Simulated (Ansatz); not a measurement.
**Nb2Sn2O7 (Fd-3m): spin-orbit coupling beyond the local functionals**

Aim: the spin-orbit change of the gap of Nb2Sn2O7 (Fd-3m).

Method: density functionals with and without spin-orbit coupling, plane waves, PAW, in Ansatz 0.2.0.

**The experiments to reproduce.**

- Gap 2.6 eV: optical absorption-edge onset (lowest of the four compounds), not Tauc gap; UV-vis transmission and reflection; 300 K; film (relaxed epitaxial (111) film by pulsed laser deposition; approximate value) on Y-stabilized ZrO2 (111) (“Trends in Bandgap of Epitaxial textitA2textitB2O7 (textitA = Sn, Pb; textitB = Nb, Ta) Films Fabricated by Pulsed Laser Deposition”, 2022, arxiv:2207.00434).

### 1. The starting structure

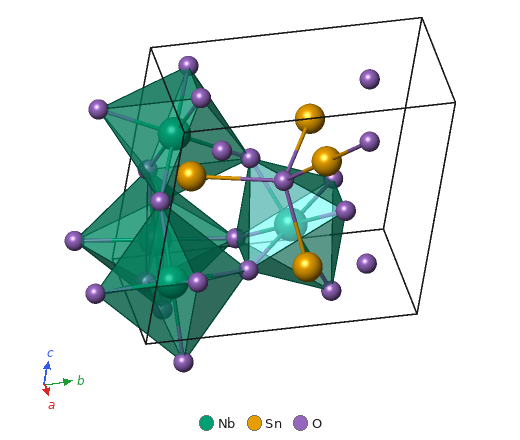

Start, viewed slightly off an axis; niobium teal, tin orange, oxygen purple. Bonds to atoms that aren't drawn are left out. Some periodic images of atoms are drawn too.

The cell and positions are those that the Materials Project relaxed with its own functionals (PBE, PBE+U or r2SCAN), kept fixed. The default PAW set here is soft_2. Its files were made with PBE.

### 2. HSE06, 2×2×2 mesh

This step: DFT, HSE06, plane waves, PAW.

The input, input.yaml:

```yaml
crystal:
  lattice:
    - [0.0, 5.380295, 5.380295]
    - [5.380295, 0.0, 5.380295]
    - [5.380295, 5.380295, 0.0]
  atoms:
    - { symbol: Nb, position: [0.125, 0.125, 0.125] }
    - { symbol: Nb, position: [0.625, 0.125, 0.125] }
    - { symbol: Nb, position: [0.125, 0.125, 0.625] }
    - { symbol: Nb, position: [0.125, 0.625, 0.125] }
    - { symbol: Sn, position: [0.625, 0.625, 0.125] }
    - { symbol: Sn, position: [0.625, 0.625, 0.625] }
    - { symbol: Sn, position: [0.125, 0.625, 0.625] }
    - { symbol: Sn, position: [0.625, 0.125, 0.625] }
    - { symbol: O, position: [0.061003, 0.438997, 0.061003] }
    - { symbol: O, position: [0.061003, 0.061003, 0.438997] }
    - { symbol: O, position: [0.811003, 0.188997, 0.811003] }
    - { symbol: O, position: [0.061003, 0.438997, 0.438997] }
    - { symbol: O, position: [0.188997, 0.811003, 0.188997] }
    - { symbol: O, position: [0.438997, 0.061003, 0.061003] }
    - { symbol: O, position: [0.188997, 0.188997, 0.811003] }
    - { symbol: O, position: [0.188997, 0.811003, 0.811003] }
    - { symbol: O, position: [0.75, 0.75, 0.75] }
    - { symbol: O, position: [0.811003, 0.188997, 0.188997] }
    - { symbol: O, position: [0.438997, 0.438997, 0.061003] }
    - { symbol: O, position: [0.811003, 0.811003, 0.188997] }
    - { symbol: O, position: [0.5, 0.5, 0.5] }
    - { symbol: O, position: [0.438997, 0.061003, 0.438997] }
kpoints:
  mp_grid: { grid: [2, 2, 2] }
  band_path:
    path:
      - [0.0, 0.0, 0.0]
      - [0.5, 0.0, 0.5]
      - [0.625, 0.25, 0.625]
      - [0.375, 0.375, 0.75]
      - [0.5, 0.5, 0.5]
      - [0.5, 0.25, 0.75]
    npoints: 1
hamiltonian:
  xc: hse06
scf:
  occupations: { method: fixed }
  n_extra_bands: 11
output:
  eigenvalues: true
```

Started as:

```console
> ansatz run input.yaml --threads 24 --pin off --max-ram 82944MiB --backend cuda --events-out ev --progress --plain --runs-dir out --devices 1 --max-vram 78GiB
```

Numbers of over 12 decimals in the logs are rounded to 6 here.

The log of the run:

```text
scf.n_extra_bands = 11 over 96 filled bands (N_el = 192.0): the run solves 107 bands
GPUs: using 1 of 1 available (devices: 1).
Engine: ansatz 0.2.0, aarch64-unknown-linux-gnu
Pseudopotentials: kind: paw
Pseudopotential: Nb, paw, valence charge 13, recommended cutoff 420 eV (normal), Nb.paw.azcp
Pseudopotential: Sn, paw, valence charge 14, recommended cutoff 420 eV (normal), Sn.paw.azcp
Pseudopotential: O, paw, valence charge 6, recommended cutoff 420 eV (normal), O.paw.azcp
Functional definition: HSE06
  parameter a = 0.25
  parameter omega = 0.11/bohr
  exchange = pbe_x - a*pbe_x_sr(omega) + a*exact_x_sr(omega)
  correlation = pbe_c
davidson cushion auto → on  (no smearing: the cushion is to keep the highest requested band from converging to the state above it; pin scf.eigensolver.cushion to override)
[...]
Crystal: 22 atoms, lattice volume = 311.493 Å³
Basis set: ecut = 420 eV, 6081 PW (Γ)
Bands: 107, of which v1, the nominal top of the filled ones, is band 96 counted from 1 (95 counted from 0)
Symmetry: 48 space group operations
Space group: Fd-3m (ITA 227), of the structure as read, at distance tolerance 6.8e-5 Å
k-points: 3 of 8
Non-local potential: Nb, projectors of the file, l = 0: 3, l = 1: 2, l = 2: 2, l = 3: 1
Non-local potential: Sn, projectors of the file, l = 0: 2, l = 1: 2, l = 2: 2, l = 3: 2
Non-local potential: O, projectors of the file, l = 0: 2, l = 1: 2, l = 2: 1
PAW form: soft (Blöchl's): semilocal exchange-correlation on the pseudo side does not see the compensation charge
PAW frozen core: Nb, regenerated for the run's functional, and the local potential with it (the file was generated under x = pbe(κ = 0.804, μ = 0.219515), c = pbe(β = 0.066725))
PAW frozen core: Sn, regenerated for the run's functional, and the local potential with it (the file was generated under x = pbe(κ = 0.804, μ = 0.219515), c = pbe(β = 0.066725))
PAW frozen core: O, regenerated for the run's functional, and the local potential with it (the file was generated under x = pbe(κ = 0.804, μ = 0.219515), c = pbe(β = 0.066725))
PAW one-centre angular grid: Nb, 590 points (default); XC on 64 Gauss nodes
PAW one-centre angular grid: Sn, 590 points (default); XC on 64 Gauss nodes
PAW one-centre angular grid: O, 110 points (default); XC on 96 Gauss nodes
Initial density: superposition of atomic densities (neutral atoms: chi_scale 0, normalization atom), corrected by the library's trained network
Initial wavefunctions: pseudopotential atomic-orbital guess
[...]
Functional: x = pbe(κ = 0.804, μ = 0.219515), c = pbe(β = 0.066725), warm-up for x = pbe(κ = 0.804, μ = 0.219515) + 0.25 (exact − pbe) at short range (hse, ω = 0.207870 Å⁻¹), c = pbe(β = 0.066725); HSE06 as pw.x's `hse` composes it (authors' and Libxc's form: `xc: wpbeh`)
[...]
SCF iter   6: F=-50280.821111 eV  HF=-50280.821111 eV  |F-HF|=1.39e-8  |Δ(HF+E_count)|=   2.96e-7  Δρ=2.31e-6  dr2=2.71e-8  ethr=7.67e-12  ⟨swp⟩=3.7  Hψ=1525  notcnv=0
SCF 3 converged in 6 iterations: F = -50280.821111 eV  dr2 = 2.71e-8
[...]
hybrid outer 2: dexx = +3.129e-5 eV, tail = 1.07e-6 eV, Δε = 1.15e-2 eV (about 4.81e-4 eV left of the loop's levels)
[...]
Frozen-core exchange: fock
[...]
SCF 4 converged in 2 iterations: F = -50280.821101 eV  dr2 = 6.91e-9
[...]
hybrid outer 3: dexx = +3.513e-8 eV, tail = 1.53e-8 eV, Δε = 9.54e-5 eV (about 1.42e-5 eV left of the loop's levels)
[...]
NSCF: frozen V_eff on 6 k-points
hybrid SCF converged: 3 outer / 15 inner (+6 warm-up), last move |dexx| = 3.51e-8 eV, tail = 1.53e-8 eV
Stability not checked: this state was not tested for a lower state beside it, because the functional holds exact exchange (a hybrid, or Hartree-Fock), whose exchange loop this test does not read (fock_operator; see scf.lower_state_search)
Free energy (F): -50280.821101 eV
Frozen-core exchange: fock
Harris-Foulkes:  -50280.821101 eV  (|F-HF|=2.40e-10)
Internal energy: -50280.821101 eV  (E = F + TS)
E sigma→0 (E₀):  -50280.821101 eV
Fermi energy:    9.416227 eV
--- Per-component energies (eV) ---
  E_band       = -1460.637732
  E_kinetic    = 4746.732145
  E_local      = -11935.956181  (includes V_loc(G=0)·N_el)
  E_nonlocal   = 961.867060
  E_hartree    = 4996.742276
  E_xc         = -2593.614903
  E_vxc        = -2030.548313  (∫ρ·V_xc dr)
  E_exx        = -557.443037  (= α·E_x^exact, valence–valence)
  E_paw        = -31153.908348  (= ΣΔE_a)
  E_vpaw       = -2081.366274  (= ΣTr[D̂ρ^β])
  E_aug_tail   = 0.033520  (compensation charges beyond the density's cutoff)
  E_ewald      = -14744.265601
  E_core_change = -1.008033  (= ΣΔE_core)
  E_smearing   = -0.000000  (= −TS)
  E_closure    = -0.000000  (closes the sum)
  Σ components = -50280.821101   (vs F -50280.821101, Δ=0.00e0)
--- Band table (eV) ---
  k-point 0: bands = ["-51.3802", "-51.3704", "-51.3704", "-51.3704", "-26.1735", "-26.1323", "-26.1323", "-26.1323", "-26.1148", "-26.1148", "-25.9670", "-25.9670", "-25.9670", "-25.9197", "-25.9197", "-25.9197", "-13.7570", "-13.5934", "-13.5934", "-13.5882", "-13.5882", "-13.5882", "-13.5514", "-13.5514", "-13.5514", "-13.4702", "-13.4702", "-13.4702", "-13.4548", "-13.4548", "-13.4216", "-13.4216", "-13.4216", "- [...]
  k-point 1: bands = ["-51.3778", "-51.3729", "-51.3704", "-51.3704", "-26.1524", "-26.1235", "-26.1235", "-26.0521", "-26.0469", "-26.0469", "-26.0380", "-26.0380", "-26.0250", "-25.9670", "-25.9275", "-25.9275", "-13.6788", "-13.5845", "-13.5845", "-13.5814", "-13.5746", "-13.5746", "-13.5616", "-13.5616", "-13.5512", "-13.5209", "-13.4629", "-13.4629", "-13.4587", "-13.4424", "-13.4424", "-13.4364", "-13.4364", "- [...]
  k-point 2: bands = ["-51.3753", "-51.3753", "-51.3704", "-51.3704", "-26.1327", "-26.1327", "-26.0522", "-26.0522", "-26.0416", "-26.0416", "-26.0395", "-26.0395", "-26.0324", "-26.0324", "-25.9368", "-25.9368", "-13.6000", "-13.6000", "-13.5820", "-13.5820", "-13.5727", "-13.5727", "-13.5679", "-13.5679", "-13.5594", "-13.5594", "-13.4566", "-13.4566", "-13.4482", "-13.4482", "-13.4383", "-13.4383", "-13.4361", "- [...]
```

Elapsed: 8 s, on 1 × NVIDIA GB200 (shared by 2 runs) with 24 threads of Arm Neoverse V2, shared host; peak memory 1.5 GiB; 78 s of CPU time.

Numbers from this step:

```
gap                     : 1.481 eV
valence top at          : L
conduction bottom at    : Γ
least direct gap        : 1.726 eV
exact-exchange fraction : 0.25
```

The gap is indirect, with the least direct gap 0.25 eV higher.

### 3. HSE06+SOC, 2×2×2 mesh

The many-body steps leave out spin-orbit coupling, so its effect is taken from a two-component run, with twice the bands.

This step: DFT, HSE06 with spin-orbit coupling, plane waves, PAW.

input.yaml, as its differences from that of step 2:

```diff
@@ -42,4 +42,7 @@
 scf:
-  occupations: { method: fixed }
-  n_extra_bands: 11
+  occupations: { method: fermi_dirac, width: 0.02 }
+  n_extra_bands: 22
+magnetization:
+  noncollinear: true
+  spin_orbit: true
 output:
```

The log of the run:

```text
[...]
GPUs: using 1 of 1 available (devices: 1).
[...]
non-collinear run that drives no moment, with spin-orbit: no starting moment large enough to seed its density (crystal.atoms[].spin), no starting occupations that ask for one, no magnetisation constraint and no magnetic field, so the semilocal B_xc is pinned to zero
[...]
Crystal: 22 atoms, lattice volume = 311.493 Å³
Basis set: ecut = 420 eV, 6081 PW (Γ)
Bands: 214, of which v1, the nominal top of the filled ones, is band 192 counted from 1 (191 counted from 0)
Symmetry: 48 space group operations + 48 with time reversal
[...]
k-points: 3 of 8
Projection manifold: j_resolved (fully-relativistic pseudo-atomic orbitals)
[...]
SCF iter   1: F=—  HF=-50277.698741 eV  |F-HF|=—  |Δ(HF+E_count)|=         —  Δρ=7.55e-2  dr2=2.29e1  dr2_m=0.00e0 (ungated)  ethr=1.00e-1  |M|=0.00e0 ∫|m|=0.00e0 μB  |m|>n=0.0e0 m-floor=0.0e0 τ_xc=0.0e0  β_m=0.30  ⟨swp⟩=3.0  Hψ=2356  notcnv=0
[...]
SCF iter   2: F=—  HF=-50273.781779 eV  |F-HF|=—  |Δ(HF+E_count)|=    3.92e0  Δρ=4.67e-2  dr2=4.01e0  dr2_m=0.00e0 (ungated)  ethr=1.19e-2  |M|=0.00e0 ∫|m|=0.00e0 μB  |m|>n=0.0e0 m-floor=0.0e0 τ_xc=0.0e0  β_m=0.28  ⟨swp⟩=5.3  Hψ=1829  notcnv=0
[...]
SCF iter   8: F=-50273.472595 eV  HF=-50273.472600 eV  |F-HF|=4.35e-6  |Δ(HF+E_count)|=   2.80e-4  Δρ=1.54e-4  dr2=4.16e-5  dr2_m=0.00e0 (ungated)  ethr=2.86e-7  |M|=0.00e0 ∫|m|=0.00e0 μB  |m|>n=0.0e0 m-floor=0.0e0 τ_xc=0.0e0  ⟨swp⟩=4.3  Hψ=1624  notcnv=0
SCF 1 stopped early in 8 iterations: F = -50273.472595 eV  dr2 = 4.16e-5
[...]
hybrid outer 1: dexx = +1.407e-1 eV, tail = 9.99e-4 eV
[...]
SCF 3 converged in 5 iterations: F = -50268.770324 eV  dr2 = 4.51e-8
[...]
SCF 4 converged in 2 iterations: F = -50268.770313 eV  dr2 = 4.69e-8
[...]
```

Wall time 28 s (1 × NVIDIA GB200 (shared by 2 runs) with 24 threads); peak memory 3.2 GiB; 5 min of CPU time.

This step gave:

| Quantity | Value |
| --- | --- |
| gap | 1.470 eV |
| valence top at | L |
| conduction bottom at | Γ |
| least direct gap | 1.663 eV |
| exact-exchange fraction | 0.25 |

The gap stands −0.01 eV against HSE06.

### 4. Together

Times are wall times on 1 × NVIDIA GB200 (shared by 2 runs) with 24 threads of Arm Neoverse V2, shared host, good to a factor of about two.

```csv
level,gap (eV),with coupling (eV),change (eV),time,with coupling
HSE06,1.48,1.47,−0.01,8 s,28 s
```

### 5. Summary of results

```
HSE06     : 1.48 eV
HSE06+SOC : 1.47 eV
```

**Reading.** Spin-orbit coupling changes the gap by −0.01 eV and the least direct gap by −0.06 eV. Against experiment, by HSE06+SOC: the gap of 1.47 eV lies −1.13 eV from the measured 2.6 eV (optical, 300 K, on Y-stabilized ZrO2 (111), 2022). An exciton line or allowed optical edge lies below the quasiparticle gap by the binding energy; a forbidden edge can push the onset above it. The lattice is static and excitons are left out.

[Paths, hosts, dates, memory and timing lines, banners, echoed tables and standing remarks are left out of the program output.]

[Logs are printed without paths, hosts, clocks, repeated set-up lines and the standing remarks that a program may print on its own settings, such as how far it seeks lower states.]

[Runs of the session that timed out or met a known fault of the program may be left out.]

[Cells called generated may have been cut or substituted from an entry of the Crystallography Open Database or the Materials Project.]

[Hosts, paths, dates, database ids (printed as entryN), source tags and the programs' standing remarks are cut or masked in the printed files.]
